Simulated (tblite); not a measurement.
## Al$_{2}$H$_{4}$Cl$_{2}$: molecular dynamics

System: Al$_{2}$H$_{4}$Cl$_{2}$.
Method: GFN2-xTB Langevin dynamics, gas phase (tblite 0.8.0).

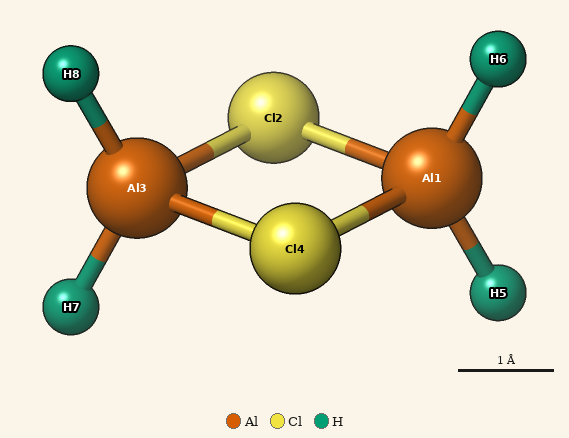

*The starting structure (ball-and-stick view, seen at a tilt; atoms are numbered from 1 in the order of the input). Sticks mark near contacts.*

Bond lengths as drawn: Al–Cl 2.19 Å and Al–H 1.54 Å.

Input
```
{"job": {"kind": "md", "xc": "GFN2-xTB", "basis": "xTB", "temperature": 300, "steps": 2000, "every": 50}, "charge": 0, "multiplicity": 1}
Al     1.541075     0.175238     0.136514
Cl     0.068878     0.555395    -1.444984
Al    -1.538938    -0.172690    -0.142714
Cl    -0.066939    -0.553718     1.438745
H      2.419753    -1.019582    -0.279449
H      2.046824     1.527322     0.673980
H     -2.043632    -1.522839    -0.683594
H     -2.417963     1.020286     0.276937
```

The first line tells a small driver script what to run in tblite; the rest is the geometry in Å.

Launch command:
```bash
OMP_NUM_THREADS=1 python <driver script> task.json out
```

The program's output
```
t/fs     T/K      E/eV
    0.0   234.1   -366.89446
   25.0   109.8   -366.64186
   50.0   303.3   -366.72321
   75.0   317.9   -366.76178
  100.0   274.1   -366.61765
  125.0   309.3   -366.67408
  150.0   312.7   -366.63041
  175.0   347.2   -366.70636
  200.0   283.8   -366.64855
  225.0   159.9   -366.67990
  250.0   176.1   -366.69657
  275.0   247.0   -366.79145
  300.0   192.1   -366.76330
  325.0   145.7   -366.66863
  350.0   194.9   -366.59876
  375.0   272.9   -366.77820
  400.0   242.5   -366.66965
  425.0   283.0   -366.73075
  450.0   317.6   -366.80515
  475.0   391.5   -366.76796
  500.0   256.4   -366.66563
  525.0   279.3   -366.71749
  550.0   216.5   -366.69213
  575.0   179.2   -366.73560
  600.0   218.5   -366.75909
  625.0   180.5   -366.66015
  650.0   256.6   -366.67905
  675.0   361.3   -366.65005
  700.0   267.6   -366.66628
  725.0   282.6   -366.72115
  750.0   290.8   -366.61252
  775.0   290.3   -366.65327
  800.0   237.1   -366.61825
  825.0   287.6   -366.74347
  850.0   330.3   -366.64290
  875.0   250.3   -366.64777
  900.0   328.6   -366.64420
  925.0   265.3   -366.66580
  950.0   293.2   -366.75508
  975.0   351.5   -366.70012
 1000.0   342.4   -366.71644
```

Trajectory as extended XYZ (Å, eV, eV/Å), 25 of the 41 frames kept, from step=0 to step=40
```
8
Properties=species:S:1:pos:R:3:forces:R:3 step=0 time_fs=0.0 energy=-366.89446 temperature=234.1
Al    1.5411    0.1752    0.1365    0.0025  -0.0003  -0.0007
Cl    0.0689    0.5554   -1.4450   -0.0016  -0.0016   0.0009
Al   -1.5389   -0.1727   -0.1427    0.0005   0.0041   0.0048
Cl   -0.0669   -0.5537    1.4387    0.0044   0.0042  -0.0018
H     2.4198   -1.0196   -0.2794   -0.0018   0.0036   0.0009
H     2.0468    1.5273    0.6740   -0.0023  -0.0056   0.0016
H    -2.0436   -1.5228   -0.6836   -0.0023  -0.0039  -0.0036
H    -2.4180    1.0203    0.2769    0.0008  -0.0006  -0.0021
8
Properties=species:S:1:pos:R:3:forces:R:3 step=2 time_fs=50.0 energy=-366.72321 temperature=303.3
Al    1.5668    0.1758    0.1409   -1.0211   1.2272   0.2290
Cl    0.0369    0.4449   -1.5002    0.2783  -0.1100   0.3568
Al   -1.5446   -0.2848   -0.1712    0.1338   1.3956   0.2846
Cl   -0.1275   -0.4003    1.5206    0.2694   0.0179  -0.3998
H     2.4746   -0.9186   -0.2894    0.4340  -0.5416  -0.0767
H     1.9371    1.6552    0.6282   -0.0193  -0.5910  -0.1620
H    -1.9491   -1.6116   -0.5912   -0.2887  -1.3807  -0.3437
H    -2.6049    0.8378   -0.0012    0.2136  -0.0174   0.1119
8
Properties=species:S:1:pos:R:3:forces:R:3 step=3 time_fs=75.0 energy=-366.76178 temperature=317.9
Al    1.4132    0.1986    0.1015    0.4078  -0.4275   0.4356
Cl    0.1006    0.3677   -1.5434   -0.7911  -0.0816  -0.0943
Al   -1.5454   -0.3804   -0.1576    0.9511  -0.6907  -0.0753
Cl   -0.1716   -0.2780    1.5722   -0.0082  -0.0742  -0.3972
H     2.2843   -1.0522   -0.1501   -0.0152  -0.0426   0.0405
H     1.9657    1.5354    0.5155    0.1358   0.4608   0.0940
H    -1.8032   -1.8593   -0.5433    0.0251   0.1131  -0.0314
H    -2.5675    0.6284    0.1502   -0.7051   0.7427   0.0282
8
Properties=species:S:1:pos:R:3:forces:R:3 step=5 time_fs=125.0 energy=-366.67408 temperature=309.3
Al    1.4179    0.1989    0.2129    0.4959   0.4735  -0.2213
Cl    0.0808    0.1738   -1.6283    0.2686  -0.0804   0.3191
Al   -1.3972   -0.4298   -0.2123   -1.0315   1.0010   0.2102
Cl   -0.2381   -0.1070    1.6160    0.5158   0.1393  -0.2114
H     2.3817   -1.0395    0.1112   -0.3166   0.1752   0.0750
H     1.9838    1.6980    0.1636   -0.3197  -0.5461   0.1437
H    -1.6977   -1.8793   -0.1359   -0.0778  -0.9036  -0.1648
H    -2.5734    0.6479   -0.0951    0.4653  -0.2589  -0.1506
8
Properties=species:S:1:pos:R:3:forces:R:3 step=7 time_fs=175.0 energy=-366.70636 temperature=347.2
Al    1.4846    0.2851    0.1559    0.0378  -0.7357   0.4616
Cl    0.2138    0.0411   -1.5400   -0.3132  -0.1448  -0.6917
Al   -1.5120   -0.4690   -0.3201   -1.0861  -0.1956   0.3489
Cl   -0.2637   -0.0278    1.4484    0.0154  -0.1786   0.0735
H     2.3905   -0.9689    0.2815   -0.0061   0.1052  -0.0263
H     1.8906    1.7113    0.2151    0.2756   0.7360   0.0398
H    -2.0388   -2.0173   -0.4600    0.5498   0.8392   0.0291
H    -2.5959    0.7241   -0.2079    0.5268  -0.4257  -0.2349
8
Properties=species:S:1:pos:R:3:forces:R:3 step=8 time_fs=200.0 energy=-366.64855 temperature=283.8
Al    1.5146    0.2690    0.2240    0.6616   0.6240  -0.5591
Cl    0.2848   -0.0616   -1.5789   -0.3054  -0.0659   0.1885
Al   -1.5701   -0.4596   -0.2925    0.4636   2.0007  -0.3598
Cl   -0.2966   -0.0320    1.3847    0.1266   0.0335   0.5937
H     2.4683   -0.9601    0.4273   -0.2427   0.2121   0.0617
H     2.0894    1.8129    0.0733   -0.4826  -0.8908   0.2569
H    -1.8433   -1.8641   -0.4714   -0.4212  -1.4596  -0.1219
H    -2.5420    0.7945   -0.3342    0.2001  -0.4540  -0.0602
8
Properties=species:S:1:pos:R:3:forces:R:3 step=10 time_fs=250.0 energy=-366.69657 temperature=176.1
Al    1.4487    0.1910    0.2669    0.4025   0.5178  -0.2935
Cl    0.3517   -0.1225   -1.5776   -0.2473  -0.1533  -0.4036
Al   -1.4330   -0.4455   -0.4472   -0.7774   0.5690  -0.0420
Cl   -0.3276    0.0063    1.4637   -0.0747  -0.0070  -0.0522
H     2.4374   -0.9431    0.2146    0.2049  -0.5139   0.3149
H     1.9751    1.6225    0.0463   -0.1350   0.1579   0.2800
H    -1.8470   -1.9289   -0.2543    0.0455   0.1163  -0.0731
H    -2.4580    0.7958   -0.7887    0.5815  -0.6868   0.2695
8
Properties=species:S:1:pos:R:3:forces:R:3 step=12 time_fs=300.0 energy=-366.76330 temperature=192.1
Al    1.5215    0.0731    0.3525    0.4272  -0.7095  -0.3994
Cl    0.4459   -0.0949   -1.6248   -0.0468   0.0511   0.6993
Al   -1.4513   -0.4180   -0.3992    0.1690  -0.2467  -0.7544
Cl   -0.3789    0.0004    1.3990   -0.0070   0.0410   0.3779
H     2.2103   -1.3371    0.6080   -0.2635   0.3181  -0.0818
H     2.3463    1.3306    0.6081   -0.1865   0.2419  -0.0531
H    -1.8091   -1.9124   -0.6279    0.0355   0.1266   0.1736
H    -2.3768    0.7483   -0.7250   -0.1280   0.1775   0.0379
8
Properties=species:S:1:pos:R:3:forces:R:3 step=13 time_fs=325.0 energy=-366.66863 temperature=145.7
Al    1.6040    0.0042    0.3072   -0.5740   0.4303   0.0884
Cl    0.4585   -0.0513   -1.5538   -0.4382  -0.1927  -0.1630
Al   -1.5157   -0.4052   -0.5088    0.0584   0.8937   0.3816
Cl   -0.3847    0.0114    1.3408    0.2869  -0.0167   0.0313
H     2.2760   -1.3218    0.5623    0.1956  -0.3495   0.0598
H     2.2927    1.3782    0.3509   -0.0230   0.0057   0.0461
H    -1.7912   -1.9305   -0.3664   -0.1471   0.1838  -0.2934
H    -2.5476    0.9050   -0.6039    0.6414  -0.9545  -0.1507
8
Properties=species:S:1:pos:R:3:forces:R:3 step=15 time_fs=375.0 energy=-366.77820 temperature=272.9
Al    1.5290    0.1328    0.1940   -0.0699  -0.4198   0.2321
Cl    0.3146   -0.1170   -1.6328    0.3233  -0.1156  -0.3156
Al   -1.5415   -0.4209   -0.6041    0.0694   0.1389   0.6233
Cl   -0.3849    0.0366    1.3071    0.0686  -0.0149  -0.2317
H     2.3901   -1.2117    0.3933   -0.3461   0.5867  -0.0891
H     2.0414    1.5899    0.2605    0.0221  -0.1171  -0.0393
H    -1.9210   -1.9002   -0.3013   -0.0669   0.1801  -0.2580
H    -2.4224    0.7901   -1.0269   -0.0004  -0.2382   0.0783
8
Properties=species:S:1:pos:R:3:forces:R:3 step=17 time_fs=425.0 energy=-366.73075 temperature=283.0
Al    1.3844    0.2164   -0.0388    0.3042   0.3160   0.6168
Cl    0.2960   -0.2058   -1.8424   -0.0701   0.0183   0.0316
Al   -1.5852   -0.4858   -0.6605    0.5983  -0.4138   0.1343
Cl   -0.4119   -0.0732    1.2153   -0.4215  -0.2504  -0.5078
H     2.3698   -0.9011    0.5040   -0.2351   0.3094  -0.3474
H     1.5857    1.7917    0.0919    0.0879  -0.4712  -0.1662
H    -1.9362   -1.9262   -1.0920    0.0497  -0.0510   0.2541
H    -2.5588    0.6248   -0.8778   -0.3133   0.5427  -0.0155
8
Properties=species:S:1:pos:R:3:forces:R:3 step=18 time_fs=450.0 energy=-366.80515 temperature=317.6
Al    1.3683    0.2685   -0.0686   -0.1899  -0.8112  -0.0913
Cl    0.2729   -0.2382   -1.9096   -0.1587   0.0385   0.2597
Al   -1.6221   -0.4924   -0.7323    0.5688  -0.2337  -0.0121
Cl   -0.4554   -0.1132    1.1168   -0.1532  -0.0168  -0.2330
H     2.4442   -0.8448    0.2005   -0.2221   0.3370  -0.0340
H     1.4436    1.7651   -0.0106    0.2993   0.5689   0.0233
H    -1.8330   -2.0384   -0.7040   -0.1714   0.2376  -0.0363
H    -2.5790    0.6417   -1.1670    0.0272  -0.1203   0.1237
8
Properties=species:S:1:pos:R:3:forces:R:3 step=20 time_fs=500.0 energy=-366.66563 temperature=256.4
Al    1.2837    0.3739   -0.1996   -0.7859   0.2497  -0.5459
Cl    0.0395   -0.2286   -2.0312    0.6055   0.2485   0.2051
Al   -1.6616   -0.6238   -0.7523    0.6390  -0.7774  -0.3198
Cl   -0.4751   -0.2005    0.9843    0.3025   0.0338   0.4427
H     2.3177   -0.7175    0.1550    0.1047   0.2499  -0.0781
H     1.2695    1.9731   -0.3683    0.2806  -0.6689   0.2050
H    -1.8609   -2.1183   -1.0624   -0.2424  -0.0274   0.1980
H    -2.5612    0.5365   -0.7727   -0.9042   0.6919  -0.1070
8
Properties=species:S:1:pos:R:3:forces:R:3 step=22 time_fs=550.0 energy=-366.69213 temperature=216.5
Al    1.1980    0.5268   -0.3651    0.3894  -0.4155  -0.2860
Cl   -0.0232   -0.1358   -2.0825   -0.0324  -0.0112   0.1105
Al   -1.7180   -0.8052   -0.8004    0.2871   0.7216  -0.3529
Cl   -0.3955   -0.2493    0.9440   -0.2388   0.0679  -0.1768
H     2.3759   -0.5321   -0.4709   -0.2814   0.2943   0.2085
H     1.4629    2.0499   -0.1974   -0.2153  -0.2149   0.0029
H    -1.9149   -2.3355   -0.6865   -0.0683   0.1752  -0.0113
H    -2.7161    0.3547   -1.3251    0.1597  -0.6174   0.5051
8
Properties=species:S:1:pos:R:3:forces:R:3 step=23 time_fs=575.0 energy=-366.73560 temperature=179.2
Al    1.2054    0.6003   -0.4031   -0.9222   0.0256   0.2891
Cl   -0.0502   -0.1036   -2.0954    0.6365   0.2593  -0.3420
Al   -1.6437   -0.7703   -0.8552    0.1090  -0.6567   0.4190
Cl   -0.4828   -0.2517    0.9129    0.5900   0.1185  -0.0673
H     2.4630   -0.2322   -0.1210    0.0140   0.0423  -0.1101
H     0.9820    2.1559   -0.3742    0.2361  -0.3130  -0.0253
H    -1.8302   -2.2767   -1.0891    0.0773  -0.0650  -0.0092
H    -2.7569    0.1967   -0.7369   -0.7407   0.5890  -0.1541
8
Properties=species:S:1:pos:R:3:forces:R:3 step=25 time_fs=625.0 energy=-366.66015 temperature=180.5
Al    1.0682    0.5004   -0.3362    0.3279  -0.3222  -0.1953
Cl    0.0188   -0.1190   -2.1788    0.2301  -0.0002   0.1187
Al   -1.6387   -0.7758   -0.9085    0.1989   0.5494   0.0956
Cl   -0.4887   -0.1903    0.8986   -0.8366  -0.1248   0.2824
H     2.2208   -0.4546   -0.0162    0.2364  -0.0241  -0.1772
H     1.0166    1.9805   -0.1203    0.1423   0.6693  -0.1466
H    -1.5399   -2.2679   -0.6131   -0.3528  -0.2935  -0.2715
H    -2.7191    0.2563   -1.4192    0.0537  -0.4539   0.2940
8
Properties=species:S:1:pos:R:3:forces:R:3 step=27 time_fs=675.0 energy=-366.65005 temperature=361.3
Al    1.1506    0.4983   -0.3158   -0.8291  -0.8953   0.2917
Cl    0.0983   -0.1280   -2.1472   -0.2196   0.0957   0.2083
Al   -1.6557   -0.7556   -0.9263    0.2730  -0.6595   0.3623
Cl   -0.6405   -0.1634    0.9217    0.4089   0.2031  -0.3670
H     2.1183   -0.6038    0.1516    0.2868   0.2225  -0.1385
H     1.1548    1.9938   -0.4365    0.2551   0.5024   0.0594
H    -1.4945   -2.3380   -1.1086   -0.2196   0.5261  -0.0015
H    -2.9733    0.0179   -0.7017    0.0445   0.0050  -0.4147
8
Properties=species:S:1:pos:R:3:forces:R:3 step=28 time_fs=700.0 energy=-366.66628 temperature=267.6
Al    1.1487    0.5115   -0.1570    0.5075   0.8457  -0.8456
Cl    0.1330   -0.1401   -2.0951   -0.0030   0.3299   0.4576
Al   -1.7003   -0.7539   -0.8875    0.1618   0.0989  -0.8621
Cl   -0.5834   -0.1092    0.8383   -0.8079  -0.2250   0.8528
H     2.3028   -0.4285    0.1267    0.1859  -0.2701   0.0507
H     1.3168    2.0888    0.0148   -0.1988  -0.5229  -0.1377
H    -1.5237   -2.2641   -1.1836   -0.2686  -0.0281   0.2727
H    -2.9827    0.1251   -1.1769    0.4230  -0.2284   0.2116
8
Properties=species:S:1:pos:R:3:forces:R:3 step=30 time_fs=750.0 energy=-366.61252 temperature=290.8
Al    1.2317    0.4628   -0.1967   -1.3110  -0.5323   0.0780
Cl    0.1139   -0.1739   -1.9143    0.4121  -0.0265  -0.3080
Al   -1.7184   -0.7030   -0.8946    0.3068   1.1414   0.3085
Cl   -0.7446   -0.0824    1.0521    0.1756   0.0611  -0.7840
H     2.1237   -0.6291    0.2679    0.6090  -0.3907   0.2570
H     1.4089    1.9270   -0.3447    0.2016   0.7387   0.1044
H    -1.8165   -2.1786   -1.0186   -0.2343  -0.7484   0.0576
H    -2.6128    0.4163   -1.5172   -0.1598  -0.2434   0.2866
8
Properties=species:S:1:pos:R:3:forces:R:3 step=32 time_fs=800.0 energy=-366.61825 temperature=237.1
Al    1.0665    0.5077   -0.0208    0.0094  -0.8245  -0.5990
Cl    0.1442   -0.2622   -1.9319   -0.3618   0.2513   0.9429
Al   -1.7899   -0.6366   -0.6572    0.2281  -0.7664  -0.9751
Cl   -0.8606    0.0331    1.0965    0.6283   0.0150   0.3345
H     2.3949   -0.3753    0.0653   -0.5900   0.3286   0.2080
H     0.9461    2.0002    0.1684    0.1812   0.4403  -0.0003
H    -1.8536   -2.2395   -0.7231   -0.0933   0.6320   0.1006
H    -2.8749    0.3785   -1.0723   -0.0020  -0.0763  -0.0116
8
Properties=species:S:1:pos:R:3:forces:R:3 step=33 time_fs=825.0 energy=-366.74347 temperature=287.6
Al    0.9388    0.5559    0.0502   -0.2151   0.4756  -0.5797
Cl    0.0691   -0.2715   -1.8476   -0.1446  -0.0108   0.4076
Al   -1.8105   -0.5969   -0.6842   -0.0983   1.2286  -0.5229
Cl   -0.8240    0.0965    1.1198   -0.5223  -0.0026   0.4042
H     1.9605   -0.3811    0.5834    0.6684  -0.4300   0.1526
H     0.9884    2.0899   -0.0740    0.1307   0.0261  -0.0737
H    -2.1997   -1.9772   -0.3618   -0.1542  -1.0034   0.0613
H    -2.8305    0.4918   -1.2285    0.3355  -0.2836   0.1507
8
Properties=species:S:1:pos:R:3:forces:R:3 step=35 time_fs=875.0 energy=-366.64777 temperature=250.3
Al    0.9258    0.5875    0.0358   -0.8898  -0.5321   0.1241
Cl   -0.0849   -0.3091   -1.7511   -0.0461   0.3395   0.0985
Al   -2.0694   -0.3702   -0.8366    0.7111   0.0843   0.6734
Cl   -0.9578    0.1135    1.2056    0.0444   0.1327  -0.8800
H     1.9347   -0.5596    0.4202   -0.0180   0.5541  -0.0667
H     0.9122    2.1530   -0.1376    0.3116  -0.4014   0.0601
H    -2.3459   -1.8762   -0.6973   -0.2307   0.0414  -0.0576
H    -3.0023    0.8057   -1.2434    0.1174  -0.2185   0.0482
8
Properties=species:S:1:pos:R:3:forces:R:3 step=37 time_fs=925.0 energy=-366.66580 temperature=265.3
Al    0.7200    0.5008    0.0305   -0.0083  -0.1818  -0.0532
Cl   -0.2035   -0.2954   -1.7979   -0.1805  -0.1862   0.1511
Al   -2.1746   -0.2067   -0.6892   -0.1133  -1.0263  -0.0392
Cl   -1.1106    0.0749    1.1302    0.0642   0.1934   0.5055
H     1.7278   -0.5101    0.6899   -0.0829   0.3596  -0.2547
H     0.7491    2.0343   -0.2837    0.2496  -0.1872   0.2006
H    -3.0421   -1.5406   -0.4157    0.4750   0.5730  -0.3083
H    -2.6656    1.1090   -1.2170   -0.4037   0.4555  -0.2018
8
Properties=species:S:1:pos:R:3:forces:R:3 step=38 time_fs=950.0 energy=-366.75508 temperature=293.2
Al    0.6598    0.4452   -0.0319    0.3583   0.0630   0.1638
Cl   -0.3208   -0.3798   -1.7694    0.0934   0.2173  -0.3719
Al   -2.2232   -0.1862   -0.7380   -0.5050   0.2177  -0.0913
Cl   -1.1746    0.0761    1.1563    0.1437   0.1225   0.0598
H     1.7975   -0.5007    0.3783   -0.0972  -0.1453   0.0853
H     0.9600    1.9488   -0.2314   -0.2005   0.0104   0.0229
H    -2.7271   -1.6291   -0.9595   -0.1666   0.0530   0.1428
H    -3.0600    1.1727   -0.9378    0.3740  -0.5388  -0.0114
8
Properties=species:S:1:pos:R:3:forces:R:3 step=40 time_fs=1000.0 energy=-366.71644 temperature=342.4
Al    0.5577    0.2151    0.0642    0.5598  -0.0950  -0.4524
Cl   -0.4905   -0.4355   -1.8089   -0.2626  -0.0898   0.3838
Al   -2.4293   -0.0677   -0.7572    0.4797  -0.5104   0.0610
Cl   -1.2894    0.1479    1.1621   -0.2366  -0.0097  -0.0585
H     1.5420   -0.9433    0.5463   -0.4090   0.4264  -0.1327
H     0.9842    1.6910   -0.3483   -0.0832  -0.3944   0.3124
H    -3.4297   -1.2841   -0.6478    0.3494   0.3959  -0.0372
H    -2.6608    1.3731   -1.1788   -0.3975   0.2769  -0.0765
```

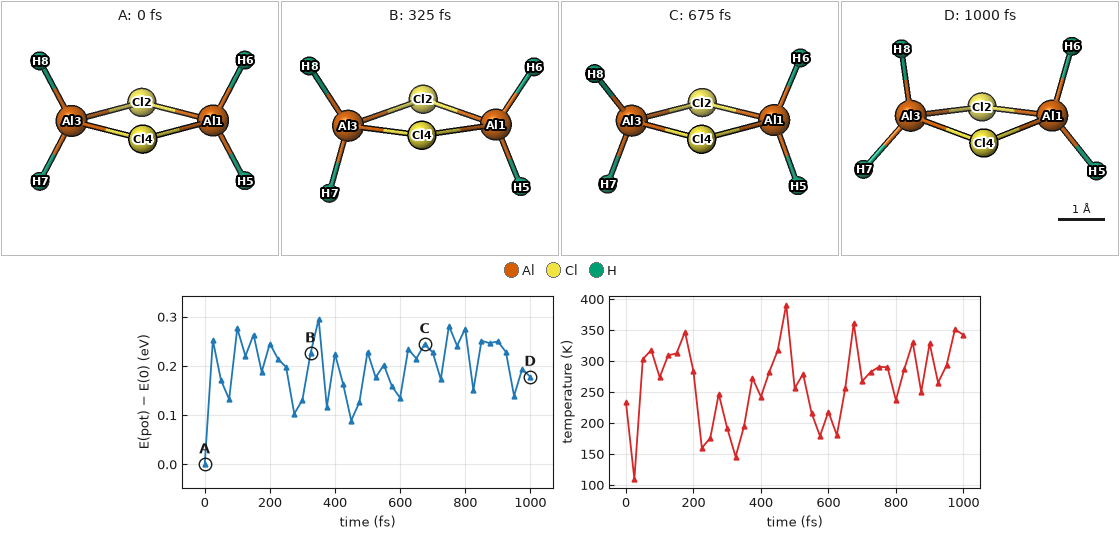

*Frames of the molecular dynamics (ball-and-stick, seen at a tilt) above the curves, on which the letters mark them.*

The trajectory kept here has 41 frames over 1000 fs. The temperature starts at 234 K, ranges from 110 to 392 K and averages 275 K over the second half. The potential energy ends 0.178 eV above its first value. After an unweighted best fit of the last frame on the first, the root-mean-square displacement is 0.30 Å.

Summary

```json
{"quantity": "outcome", "value": "finished"}
{"quantity": "mean temperature over the second half", "value": "275 K"}
{"quantity": "trajectory", "value": "41 frames kept, 1000 fs"}
{"quantity": "hardware", "value": "1 CPU thread, shared host"}
{"quantity": "wall time", "value": "35 s"}
{"quantity": "peak memory", "value": "0.18 GiB"}
```
